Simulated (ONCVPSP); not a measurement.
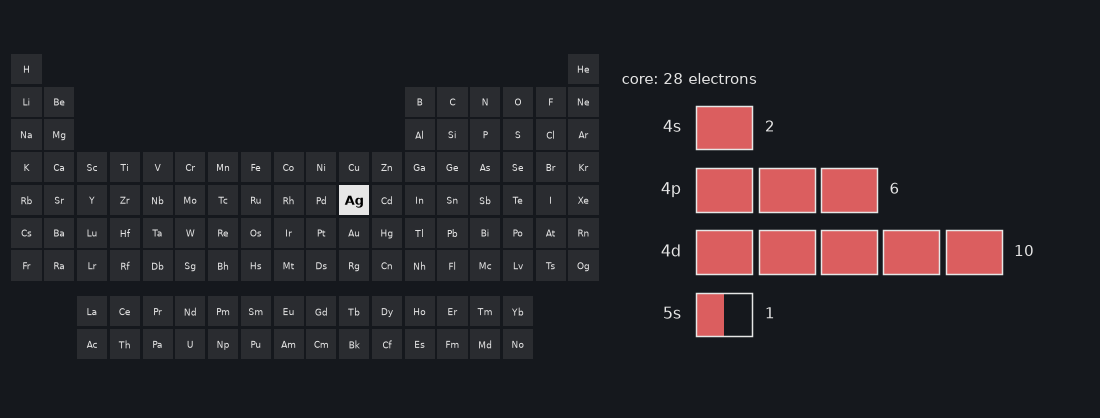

**Figure 1.** Left, the place of silver in the periodic table; right, the valence shells of the reference configuration: a box for each of the 2l + 1 orbitals, shaded by the share of the shell that is filled, with the electron count at the right.

**Run report: Ag, pseudopotential generation**

System: silver (Ag, Z = 47), core [Ar] 3d10, reference valence 4s2 4p6 4d10 5s1, valence charge 19.
Method: ONCV potential, PBE, scalar-relativistic, made with ONCVPSP 4.0.1.

Log (extracts):
```
ONCVPSP  (Optimized Norm-Conservinng Vanderbilt PSeudopotential)
scalar-relativistic version 4.0.1

#   n    l    f        energy (Ha)
    1    0    2.00    -9.3087679E+02
    2    0    2.00    -1.3705765E+02
    2    1    6.00    -1.2293436E+02
    3    0    2.00    -2.5126150E+01
    3    1    6.00    -2.0487494E+01
    3    2   10.00    -1.3173800E+01
    4    0    2.00    -3.4930888E+00
    4    1    6.00    -2.1523078E+00
    4    2   10.00    -2.7354493E-01
    5    0    1.00    -1.6188004E-01

Reference configufation results
  iterations    31
  all-electron total energy (Ha)   -5.31603482D+03

Begin loop to  construct optimized pseudo wave functions
and semi-local pseudopoentials for all angular momenta

Calculating optimized projector #   1

 for l=   0

    Fraction of norm inside rc  0.911957
    Optimizing pswf for qcut=  11.59 a_B^-1,  ecut=  67.20 Ha
    Residual kinetic energy error=  1.97D-07 Ha

    Energy error per electron        Cutoff
         Ha          eV             Ha
         0.01000     0.27211       29.95
         0.00100     0.02721       37.50
         0.00010     0.00272       43.56
         0.00001     0.00027       48.28

Calculating optimized projector #   2

 for l=   0

    Fraction of norm inside rc  0.033489
    Optimizing pswf for qcut=  11.59 a_B^-1,  ecut=  67.20 Ha
    Residual kinetic energy error=  6.21D-09 Ha

    Energy error per electron        Cutoff
         Ha          eV             Ha
         0.01000     0.27211       22.64
         0.00100     0.02721       33.01
         0.00010     0.00272       41.45
         0.00001     0.00027       48.57

   Wellstate for l =  1  n =  5
     eigenvalue =   0.4477
     asymptotic potential =   0.9477
     half-point radius =  2.9123

Calculating optimized projector #   1

 for l=   1

    Fraction of norm inside rc  0.817355
    Optimizing pswf for qcut=  13.40 a_B^-1,  ecut=  89.72 Ha
    Residual kinetic energy error=  6.93D-08 Ha

    Energy error per electron        Cutoff
         Ha          eV             Ha
         0.01000     0.27211       40.03
         0.00100     0.02721       53.38
         0.00010     0.00272       64.27
         0.00001     0.00027       73.29

Calculating optimized projector #   2

 for l=   1

    Fraction of norm inside rc  0.067012
    Optimizing pswf for qcut=  13.40 a_B^-1,  ecut=  89.72 Ha
    Residual kinetic energy error=  1.19D-08 Ha

    Energy error per electron        Cutoff
         Ha          eV             Ha
         0.01000     0.27211       29.19
         0.00100     0.02721       46.17
         0.00010     0.00272       58.34
         0.00001     0.00027       68.30

Calculating optimized projector #   1

 for l=   2

    Fraction of norm inside rc  0.520647
    Optimizing pswf for qcut=   7.69 a_B^-1,  ecut=  29.58 Ha
    Residual kinetic energy error=  1.16D-03 Ha

    Energy error per electron        Cutoff
         Ha          eV             Ha
         0.01000     0.27211       23.60
         0.00100     0.02721       30.54
         0.00010     0.00272      123.18
         0.00001     0.00027      182.94

   Wellstate for l =  3  n =  4
     eigenvalue =   0.0300
     asymptotic potential =   0.5300
     half-point radius = 80.5422

   Wellstate for l =  3  n =  5
     eigenvalue =   1.8300
     asymptotic potential =   2.3300
     half-point radius =  3.8917

Calculating optimized projector #   1

 for l=   3

    Fraction of norm inside rc  0.000000
    Optimizing pswf for qcut=   8.91 a_B^-1,  ecut=  39.68 Ha
    Residual kinetic energy error=  2.68D-04 Ha

    Energy error per electron        Cutoff
         Ha          eV             Ha
         0.01000     0.27211        0.00
         0.00100     0.02721        0.08
         0.00010     0.00272      204.27

Calculating optimized projector #   2

 for l=   3

    Fraction of norm inside rc  0.155691
    Optimizing pswf for qcut=   8.91 a_B^-1,  ecut=  39.68 Ha
    Residual kinetic energy error=  1.05D-02 Ha

    Energy error per electron        Cutoff
         Ha          eV             Ha
         0.01000     0.27211       40.01
         0.00100     0.02721      111.10
         0.00010     0.00272      148.22
         0.00001     0.00027      165.42

Construct Vanderbilt / Kleinmman-Bylander projectors

B matrix Hermiticity error, ll=   0
   1   2    3.9227E-04

  Orthonormal projector coefficients -5.1613E+01  4.1936E+00

B matrix Hermiticity error, ll=   1
   1   2    4.0299E-04

  Orthonormal projector coefficients -9.4934E+00  4.1245E+00

B matrix Hermiticity error, ll=   3
   1   2    2.3095E-08

  Orthonormal projector coefficients -2.2870E+01 -5.1993E+00

Model core correction analysis
  based on d2Exc/dn_idn_j

d2excae - all-electron derivatives

   -3.374802D-02   -2.961487D-02   -1.686379D-02   -1.054523D-03
   -2.978612D-02   -2.700909D-02   -1.614791D-02   -7.664363D-04
   -1.748914D-02   -1.672061D-02   -1.107833D-02   -2.791099D-04
   -1.247413D-03   -1.010564D-03   -5.256282D-04   -6.208631D-05

d2excps - pseudofunction derivatives with no core correction

   -3.836865D-02   -3.295236D-02   -1.851237D-02   -1.432372D-03
   -3.312397D-02   -2.961215D-02   -1.755585D-02   -1.025556D-03
   -1.913916D-02   -1.812923D-02   -1.179714D-02   -3.916748D-04
   -1.625677D-03   -1.269925D-03   -6.386901D-04   -8.864360D-05

rms 2nd derivative error    1.948977E-03

Polynomial model core charge

d2excps - pseudofunction derivatives with core correction

   -3.267276D-02   -2.950713D-02   -1.724283D-02   -1.007722D-03
   -2.967819D-02   -2.752901D-02   -1.682374D-02   -7.611186D-04
   -1.786836D-02   -1.739609D-02   -1.158069D-02   -2.857192D-04
   -1.200641D-03   -1.005050D-03   -5.323052D-04   -5.893998D-05

rms 2nd derivative error    4.262576E-04

Pseudoatom total energy -146.788873

Diagnostic tests using Vanderbilt-Kleinman-Bylander pseudopotentials
  1 or more projectors used as specified by nproj input data

   l    rcore       rmatch      e in        delta e   norm test  slope test

   0   1.3548907   1.3960281  -3.4930888   0.0000199   1.0000498   1.0000506
   0   1.3548907   1.3960281  -0.1618800   0.0000082   1.0000916   1.0000647

   1   1.3071228   1.3468098  -2.1523078  -0.0000886   1.0005398   1.0005300
   1   1.3071228   1.3468098   0.4476922  -0.0002273   0.9995086   0.9995086

   2   1.3071228   1.3468098  -0.2735449  -0.0000013   1.0000015   1.0000097

   3   1.3071228   1.3468098   0.0300000   0.0000480   1.0000927   1.0000927
   3   1.3071228   1.3468098   1.8300000   0.0000545   1.0001750   1.0001750

 Testing for bound ghosts
   n   l    E NL Schr. Eq   E Basis Diag.   E Cutoff

       0                      -44.316163     69.83  WARNING - GHOST(-)
   1   0       -3.493069       -3.492729     69.83
   2   0       -0.161872       -0.009310     69.83

   2   1       -2.152396       -2.152207    130.60

 Testing for highly-localized positive-energy ghosts
       l    <radius>/rc     E Basis Diag.   E Cutoff

       1        0.952299        6.105258    130.60  WARNING - GHOST(+)

Test configuration 0

   n   l     f        eae           eps        diff
   1   0  2.0000 -930.87678786
   2   0  2.0000 -137.05765162
   2   1  6.0000 -122.93436299
   3   0  2.0000  -25.12614981
   3   1  6.0000  -20.48749408
   3   2 10.0000  -13.17380009
   4   0  2.0000   -3.49308877   -3.49306883    1.99D-05
   4   1  6.0000   -2.15230783   -2.15239646   -8.86D-05
   4   2 10.0000   -0.27354493   -0.27354622   -1.29D-06
   5   0  1.0000   -0.16188004   -0.16187186    8.18D-06

    Total energies and differences
      AE_ref= -5.31603482D+03  AE_tst= -5.31603482D+03  dif=  0.00D+00
      PS_ref= -1.46788873D+02  PS_tst= -1.46788873D+02  dif= -2.27D-13
      PSP excitation error=  2.27D-13

Test configuration 1

   n   l     f        eae           eps        diff
   1   0  2.0000 -931.17794105
   2   0  2.0000 -137.35471882
   2   1  6.0000 -123.23165041
   3   0  2.0000  -25.42459222
   3   1  6.0000  -20.78592568
   3   2 10.0000  -13.47187614
   4   0  2.0000   -3.79534359   -3.79555754   -2.14D-04
   4   1  6.0000   -2.45573665   -2.45592207   -1.85D-04
   4   2 10.0000   -0.57471253   -0.57471402   -1.48D-06

    Total energies and differences
      AE_ref= -5.31603482D+03  AE_tst= -5.31574974D+03  dif=  2.85D-01
      PS_ref= -1.46788873D+02  PS_tst= -1.46503748D+02  dif=  2.85D-01
      PSP excitation error= -4.61D-05

Test configuration 2

   n   l     f        eae           eps        diff
   1   0  2.0000 -931.71426486
   2   0  2.0000 -137.89520165
   2   1  6.0000 -123.77184656
   3   0  2.0000  -25.96282433
   3   1  6.0000  -21.32416253
   3   2 10.0000  -14.01061277
   4   0  2.0000   -4.32171691   -4.32201738   -3.00D-04
   4   1  6.0000   -2.97584812   -2.97618815   -3.40D-04
   4   2  9.0000   -1.06173819   -1.06185148   -1.13D-04

    Total energies and differences
      AE_ref= -5.31603482D+03  AE_tst= -5.31493707D+03  dif=  1.10D+00
      PS_ref= -1.46788873D+02  PS_tst= -1.45690950D+02  dif=  1.10D+00
      PSP excitation error= -1.71D-04

Test configuration 3

   n   l     f        eae           eps        diff
   1   0  2.0000 -932.32996728
   2   0  2.0000 -138.51675968
   2   1  6.0000 -124.39310896
   3   0  2.0000  -26.57836582
   3   1  6.0000  -21.93971211
   3   2 10.0000  -14.62717815
   4   0  2.0000   -4.91358089   -4.91392168   -3.41D-04
   4   1  6.0000   -3.55868593   -3.55909609   -4.10D-04
   4   2  8.0000   -1.60745893   -1.60754638   -8.74D-05

    Total energies and differences
      AE_ref= -5.31603482D+03  AE_tst= -5.31360700D+03  dif=  2.43D+00
      PS_ref= -1.46788873D+02  PS_tst= -1.44360610D+02  dif=  2.43D+00
      PSP excitation error= -4.44D-04

Test configuration 4

psatom: WARNING lschvkbb convergence error n,l,iter=   2   0   5
ea(ii),et,emin,emax -1.922357E-01 -2.114593E-01 -2.114593E-01 -2.114593E-01
run_config: WARNING for fully non-local PS atom, stg. 1
 WARNING no output for configuration 5
```

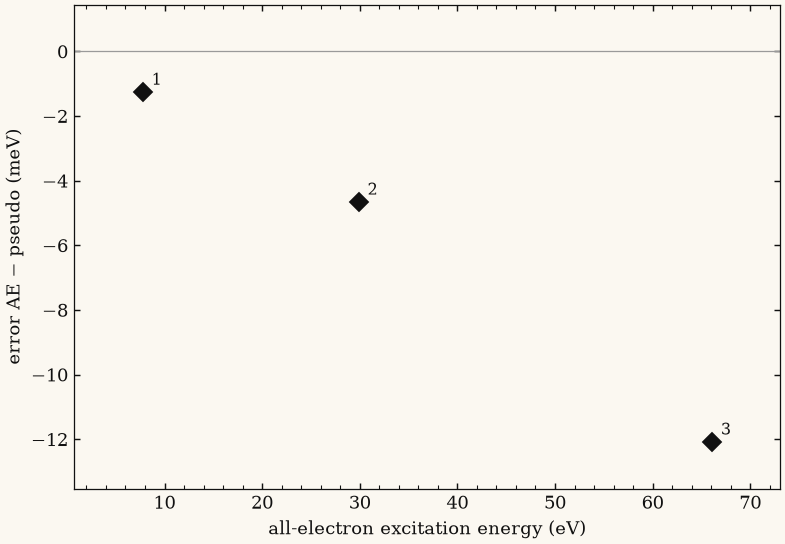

**Figure 2.** Errors, all-electron minus pseudo, of the energies of valence configurations relative to the unpolarised reference 4s2 4p6 4d10 5s1. Points: 1 = 4s2 4p6 4d10 5s0; 2 = 4s2 4p6 4d9 5s0; 3 = 4s2 4p6 4d8 5s0. Not all tests gave a result: 1 of 4 tests not solved.

- Worst configuration: 4s2 4p6 4d8 5s0 (charge +3): the error is -12 meV on an all-electron energy of +66.06 eV relative to the reference, or 0.018 %.
- Configurations within 10 meV and within 50 meV: 2 and 3 of 3.
- Errors in meV: 4s2 4p6 4d10 5s0: -1.3; 4s2 4p6 4d9 5s0: -4.7; 4s2 4p6 4d8 5s0: -12. The potential isn't sound: its ghost test gives GHOST(-) flagged for s at -1205.9 eV; GHOST(+) flagged for p at 166.1 eV.

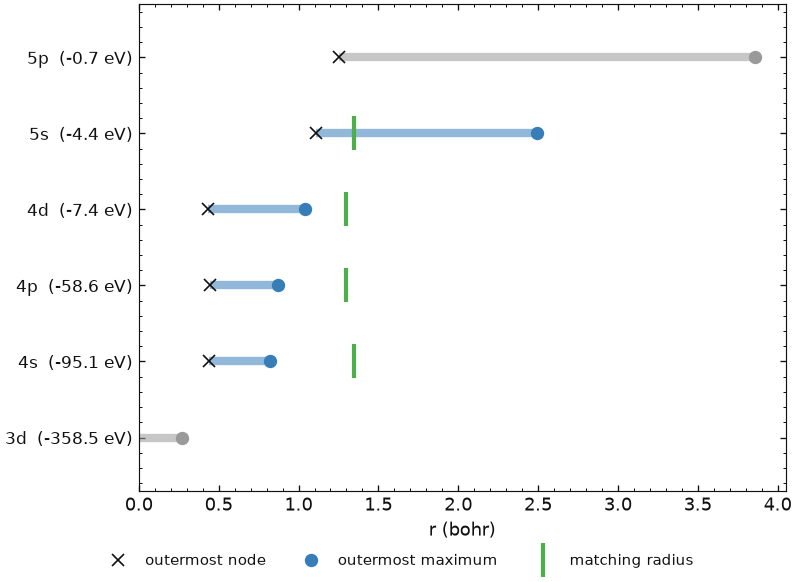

**Figure 3.** Outer shells of the all-electron reference atom: each bar runs from the outermost node (or the nucleus) to the outermost maximum of u(r); the tick is the radius chosen for the pseudo-wave. Shells without a tick have no pseudo-wave of their own. Levels, nodes and maxima are from ld1.x, scalar-relativistic.

- Radii against the shells: 4s: 1.35 bohr, outside the maximum; 4p: 1.30 bohr, outside the maximum; 4d: 1.30 bohr, outside the maximum; 5s: 1.35 bohr, between node and maximum.

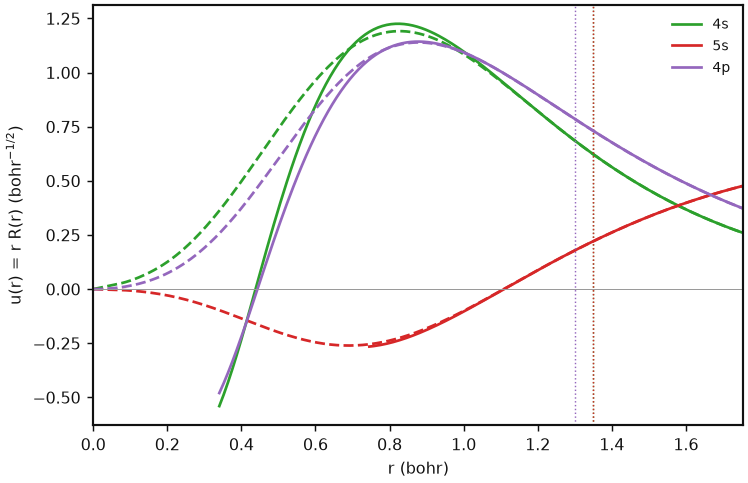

**Figure 4.** Partial waves u(r) = r R(r), all-electron (solid) and pseudo (dashed). Dotted lines mark the matching radii. The innermost oscillations of some all-electron curves aren't drawn. Pseudo-waves: 4s has no node; 5s has a node at about 1.1 bohr; 4p has no node. A node in 5s is expected, since a lower shell of the same l is also in the valence and the two must stay orthogonal.

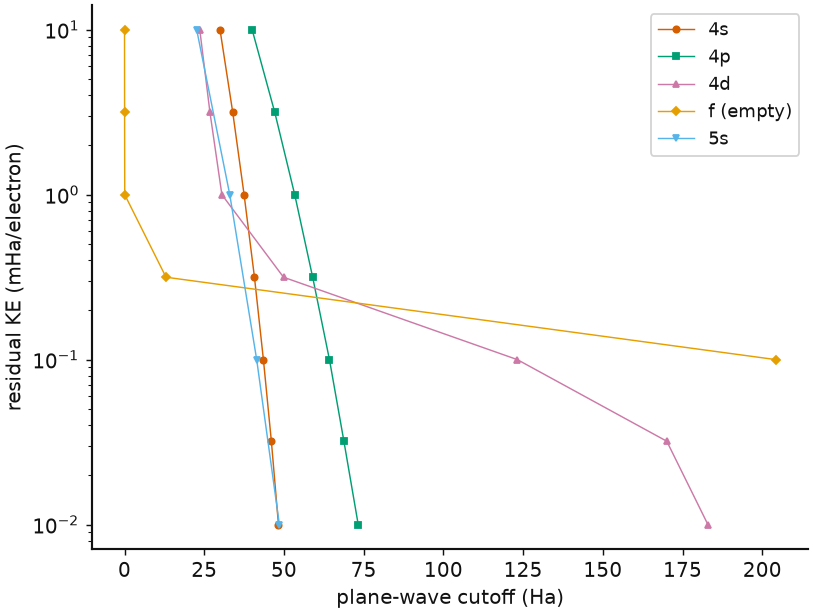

**Figure 5.** Residual kinetic energy of the pseudo-waves (the first of each channel, and further valence shells) beyond the plane-wave cutoff, as the generator prints it.

- Cutoffs for the occupied states: 53 Ha for 1 mHa and 123 Ha for 0.1 mHa per electron. The first is set by 4p.
- Hardest wave at 1 mHa per electron: 4p, with rc = 1.30 bohr and qcut = 13.4 1/bohr. The optimisation minimises, but can't always remove, the kinetic energy above qcut²/2 = 89.8 Ha, and a larger rc would as a rule soften the wave at some cost in transferability.
- Cutoffs for 1 mHa per electron: 4p: 53 Ha; 4s: 38 Ha; 5s: 33 Ha; 4d: 31 Ha; f (empty): 0.1 Ha.

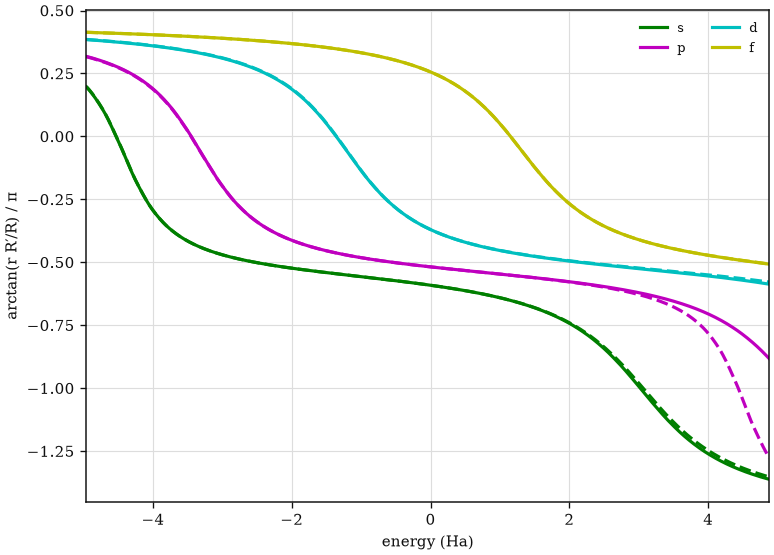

**Figure 6.** Unwrapped phase arctan(r R′/R) in units of π against energy, all-electron (solid) and pseudo (dashed); the pseudo phase is matched to the all-electron one at the reference energy. Here R(r) is the radial function.

- Range over which the phases agree within 0.05 rad: s: over the whole range drawn; p: up to about 3.3 Ha; d: over the whole range drawn; f: over the whole range drawn.
- Poles, where the radial function vanishes at the test radius: s: all-electron at -2.5 Ha, pseudo at -2.5 Ha; p: all-electron at -0.5 Ha, pseudo at -0.6 Ha; d: all-electron at 2.1 Ha, pseudo at 2.2 Ha; f: all-electron at 4.7 Ha, pseudo at 4.7 Ha.

The input:
```
# ATOM AND REFERENCE CONFIGURATION
# atsym  z   nc   nv     iexc    psfile
  Ag 47.00    6    4        4      upf
#
#   n    l    f
    1    0    2.00
    2    0    2.00
    2    1    6.00
    3    0    2.00
    3    1    6.00
    3    2   10.00
    4    0    2.00
    4    1    6.00
    4    2   10.00
    5    0    1.00
#
# PSEUDOPOTENTIAL AND OPTIMIZATION
# lmax
    3
#
#   l,   rc,      ep,       ncon, nbas, qcut
    0    1.35    0.00    3    6   11.60
    1    1.30    0.00    4    7   13.40
    2    1.30    0.00    4    9    7.70
    3    1.30    0.03    4    7    8.90
#
# LOCAL POTENTIAL
# lloc, lpopt,  rc(5),   dvloc0
    2    5    1.30    0.00
#
# VANDERBILT-KLEINMAN-BYLANDER PROJECTORs
# l, nproj, debl
    0    2    3.50
    1    2    2.60
    2    0    2.30
    3    2    1.80
#
# MODEL CORE CHARGE
# icmod, fcfact, rcfact
    1    0.35    0.00
#
# LOG DERIVATIVE ANALYSIS
# epsh1, epsh2, depsh
   -5.00    5.00    0.04
#
# OUTPUT GRID
# rlmax, drl
    6.00    0.01
#
# TEST CONFIGURATIONS
# ncnf
    4
# nvcnf
#   n    l    f
    4
    4    0    2.00
    4    1    6.00
    4    2   10.00
    5    0    0.00
#
    4
    4    0    2.00
    4    1    6.00
    4    2    9.00
    5    0    0.00
#
    4
    4    0    2.00
    4    1    6.00
    4    2    8.00
    5    0    0.00
#
    4
    4    0    2.00
    4    1    6.00
    4    2    7.00
    5    0    0.00
#
```

Command:
```bash
oncvpsp.x < Ag.dat > Ag.out
```

Summary:

- outcome: generated, with a ghost state
- cutoffs needed: 53 Ha and 123 Ha (the cutoffs at which the residual kinetic energy of the hardest occupied pseudo-wave falls to 1 and 0.1 mHa per electron)
- ghost test: GHOST(-) flagged for s at -1205.9 eV; GHOST(+) flagged for p at 166.1 eV
- configuration tests: 1 of 4 tests not solved
- rms error of d²Exc/dni dnj: 1.95 mHa without and 0.43 mHa with the model core
- largest excitation error among the tests solved: -12 meV (all-electron minus pseudo) for 4s2 4p6 4d8 5s0
- range over which the phases arctan(r R′/R) at the test radius agree within 0.05 rad (a looser test near the poles than one of phase shifts): s: over the whole range computed; p: up to about 3.3 Ha; d: over the whole range computed; f: over the whole range computed
- hardware: 1 CPU thread, shared host
- wall time: 3 s

Remarks:

The potential has a bound ghost state, so it can't be used as it stands. Warnings of the program, in the generation or the tests: psatom: WARNING lschvkbb convergence error n,l,iter= 2 0 5.
